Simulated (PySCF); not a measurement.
## NMR shielding calculation of C₅H₅F₃O

C₅H₅F₃O, SMILES FCC1=CC(F)(F)OC1, computed with GIAO PBE0/pcSseg-1 NMR shielding, non-relativistic, gas phase (PySCF 2.14.0).

The geometry comes from this level: GFN2-xTB, MD frame at 1000 fs, 300 K. It belongs to a series of runs on one base structure; here: MD frame at 1000 fs, 300 K. Figures and captions count atoms from 1; the log counts them from 0 in places.

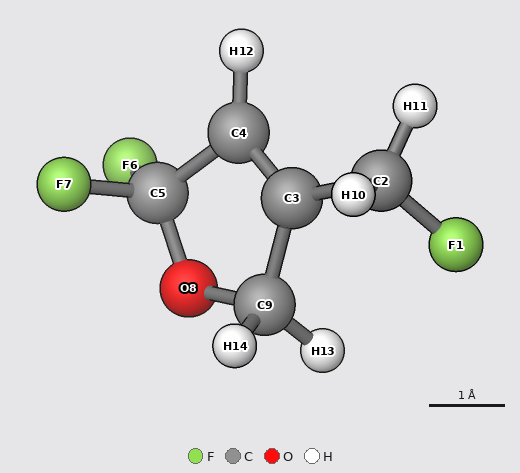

**Figure 1.** The structure as given in the input (ball-and-stick view, seen at a tilt; atoms are numbered from 1 in the order of the input).

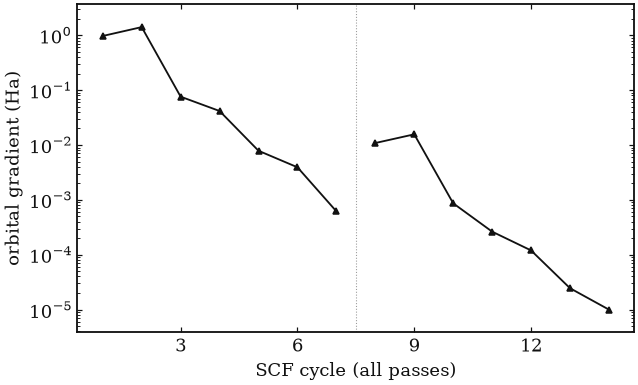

**Figure 2.** Convergence of the self-consistent field: orbital gradient against the SCF cycle. The dotted line marks the change from a coarse to the final integration grid. The first 7 cycles use a coarse grid, the final grid takes over at cycle 8, and the field converges after 14 cycles in all.

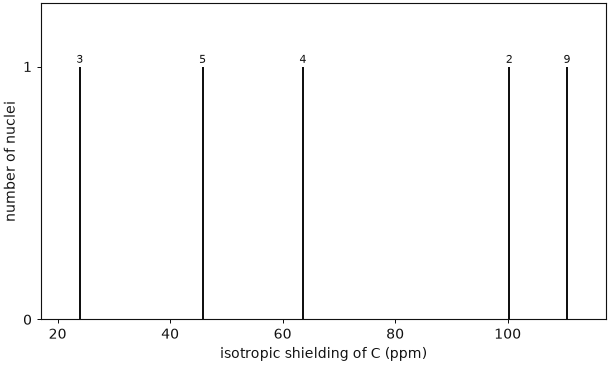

**Figure 3.** Isotropic shieldings of the carbon nuclei in this fixed geometry, labelled by atom number; shielding grows to the right, so chemical shift grows to the left. The least shielded is C3 (23.9 ppm), the most shielded C9 (110.5 ppm).

These pictures come from the run below.

## Input
```
{"job": {"kind": "nmr", "xc": "PBE0", "basis": "pcSseg-1", "pop": false}, "charge": 0, "multiplicity": 1}
F     -2.147100     0.121300    -0.484800
C     -1.603500     0.271300     0.774600
C     -0.145900    -0.147600     0.673800
C      0.526500    -0.998800     1.417000
C      1.916200    -0.907600     0.912000
F      2.594800    -2.057100     0.890200
F      2.778700    -0.145000     1.737000
O      1.848300    -0.375400    -0.314900
C      0.649000     0.329100    -0.514200
H     -1.597000     1.327800     1.163400
H     -2.212200    -0.400400     1.396400
H      0.207200    -1.484300     2.342500
H      0.292100     0.005300    -1.529700
H      0.829100     1.419300    -0.486100
```

The first line tells a small driver script what to run in PySCF; the rest is the geometry in Å.

Launched with:
```bash
OMP_NUM_THREADS=1 python <driver script> task.json out
```

## What the program printed
```
coarse grid: 12880 points
cycle   1  E = -567.3746493731  dE =  1.584e+00  |g| = 9.734e-01  |ddm| = 3.413e+00
cycle   2  E = -567.2250781029  dE =  1.496e-01  |g| = 1.413e+00  |ddm| = 1.487e+00
cycle   3  E = -567.5320130154  dE = -3.069e-01  |g| = 7.608e-02  |ddm| = 9.355e-01
cycle   4  E = -567.5329232760  dE = -9.103e-04  |g| = 4.169e-02  |ddm| = 1.029e-01
cycle   5  E = -567.5332985027  dE = -3.752e-04  |g| = 7.853e-03  |ddm| = 4.212e-02
cycle   6  E = -567.5333063662  dE = -7.864e-06  |g| = 3.924e-03  |ddm| = 7.211e-03
cycle   7  E = -567.5333093179  dE = -2.952e-06  |g| = 6.174e-04  |ddm| = 3.451e-03
final grid: 128920 points
cycle   8  E = -567.6168105480  dE = -4.210e-05  |g| = 1.087e-02  |ddm| = 2.912e-02
cycle   9  E = -567.6167902295  dE =  2.032e-05  |g| = 1.566e-02  |ddm| = 1.877e-02
cycle  10  E = -567.6168321176  dE = -4.189e-05  |g| = 8.647e-04  |ddm| = 1.109e-02
cycle  11  E = -567.6168322651  dE = -1.474e-07  |g| = 2.631e-04  |ddm| = 9.131e-04
cycle  12  E = -567.6168322757  dE = -1.065e-08  |g| = 1.195e-04  |ddm| = 2.293e-04
cycle  13  E = -567.6168322781  dE = -2.365e-09  |g| = 2.447e-05  |ddm| = 9.091e-05
cycle  14  E = -567.6168322782  dE = -1.116e-10  |g| = 9.955e-06  |ddm| = 2.710e-05
converged SCF energy = -567.6168322782

GIAO shielding tensors (ppm)
atom      isotropic    diamagn.    paramagn.     s11        s22        s33       span
  0 F      412.590     474.146     -61.556    393.419    395.705    448.645     55.226
  1 C      100.292     237.595    -137.303     68.505     82.320    150.049     81.544
  2 C       23.945     266.334    -242.390    -83.698     29.952    125.580    209.277
  3 C       63.604     253.600    -189.996    -36.349     83.430    143.730    180.080
  4 C       45.777     243.358    -197.581     35.281     39.045     63.005     27.724
  5 F      265.933     467.907    -201.973    172.945    294.378    330.477    157.532
  6 F      209.371     472.972    -263.601    111.316    171.107    345.690    234.374
  7 O      214.998     398.071    -183.073    145.517    213.984    285.493    139.976
  8 C      110.545     244.999    -134.454     85.310     95.524    150.800     65.489
  9 H       25.942      26.149      -0.208     22.473     25.908     29.444      6.972
 10 H       25.830      27.621      -1.791     21.630     26.044     29.817      8.188
 11 H       25.198      30.487      -5.289     23.728     24.667     27.200      3.471
 12 H       25.639      28.374      -2.735     21.076     25.277     30.564      9.488
 13 H       26.504      28.849      -2.345     22.387     26.217     30.908      8.521
```

## Summary

- outcome: converged
- total energy: −567.616832 hartree
- HOMO: −8.68 eV
- LUMO: −0.96 eV
- dipole moment: 3.76 D
- isotropic shielding, F: 209.4 to 412.6 ppm
- isotropic shielding, C: 23.9 to 110.5 ppm
- isotropic shielding, O: 215.0 ppm
- isotropic shielding, H: 25.2 to 26.5 ppm
- hardware: 1 CPU thread, shared host
- wall time: 36 s
- peak memory: 0.83 GiB
